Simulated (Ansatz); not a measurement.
Electronic density of states of amorphous IGZO (In18Ga18Zn18O72), density 5.79 g/cm³, on a 2×2×2 Γ-centred mesh with a Gaussian width of 0.1 eV; energies count from the Fermi level, whose place inside the gap is arbitrary. Cell and mesh are small, so fine structure isn't converged. These are PBE, scalar-relativistic without spin-orbit coupling (plane waves to 420 eV, PAW; Ansatz, a quantum-chemistry and plane-wave program) values and carry that method's errors. Sampling: a 2×2×2 Γ-centred mesh; Fermi-Dirac width 0.02 eV; no spin polarisation. At PBE the levels at the filled edge of the gap are localised (band-tail or defect states).

Preparation: random packing, a CHGNet melt and quench, and a DFT relaxation. O atoms were pushed apart under 1.9 Å during the dynamics, to hinder bonds among them. The hot cell started wider than the set density and was brought back towards it in steps. It is the lowest in DFT energy of 4 quenches. It is a model cell: composition and starting density were chosen by hand, and all elements were melted together. No dispersion term was used. Its density started from a set value of 6.01 and ended at 5.79 g/cm³. Cooling (nominally 170 K/ps over its main leg) ran many orders faster than in experiment, which tends to leave more defects and strain. One small periodic cell is one sample of the glass; other quenches scatter about these values. Volume and shape were free in the relaxation.

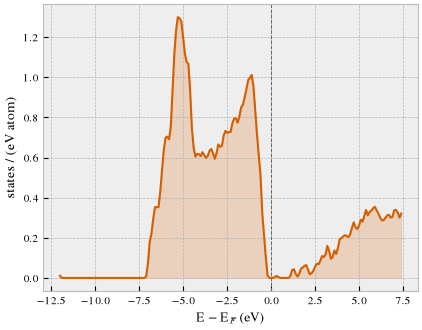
Figure: Density of states per atom

The level gap on this mesh is 0.68 eV; the broadening fills part of it in the curve.
